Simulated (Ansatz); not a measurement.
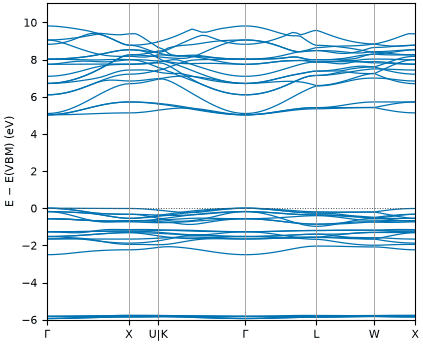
*Band structure from the program Ansatz at the LDA level (PAW)*

Read off the gap and where the band edges lie.

About 5.0 eV (5.03 eV by a search for the band edges); maximum at Γ, minimum at Γ.

The material is Cs₂KYCl₆ in space group Fm-3m (No. 225; K on 4b, Cs on 8c, Y on 4a, Cl on 24e).

The first step of the workflow began from a Materials Project structure, measured or hypothetical; the Crystallography Open Database copy checked does not list it. Its standing as an ambient phase is unchecked. Symmetry was held in the LDA relaxation. At this level the phase is dynamically unstable (imaginary phonons). The run is not spin-polarised. Scalar-relativistic: spin–orbit coupling is off unless named, which matters more the heavier the elements.

Potentials: the later of the program's two PAW sets.
